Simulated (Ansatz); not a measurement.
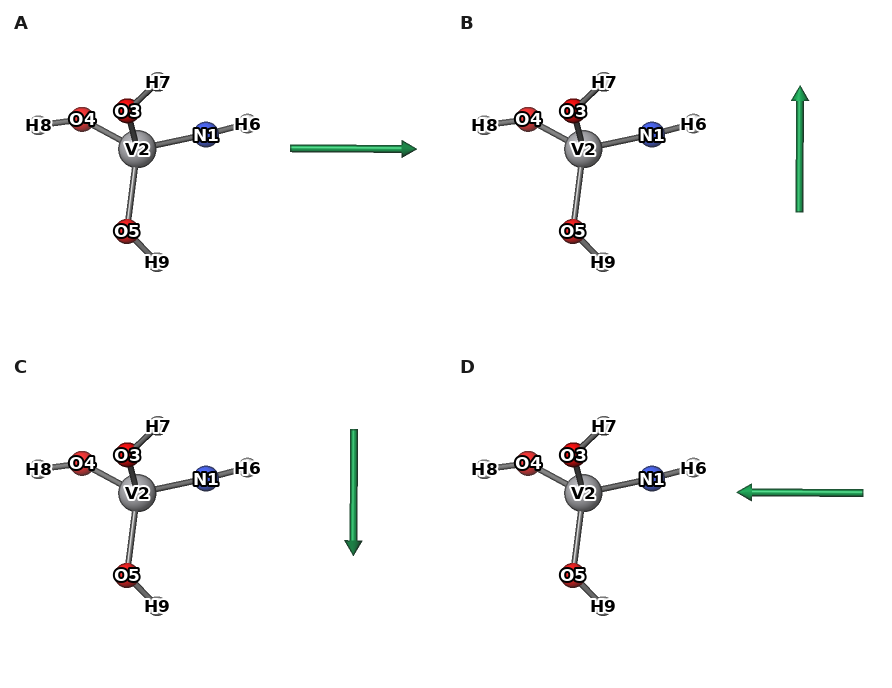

The same molecule four times, each with an arrow. The species is neutral and a spin singlet. The computed structure is the end point of a PBE0-D4/def2-TZVP optimisation. No frequency run is at hand to confirm it as a minimum. Level of theory: RKS ωB97M-V/def2-TZVPP (Ansatz 0.2.0).

Question: Which arrow points along the dipole moment, from the negative to the positive end?

Answer: A. The dipole moment is 1.88 D; it points from the side of H8 to the side of H6 (the outermost atoms at the two ends).
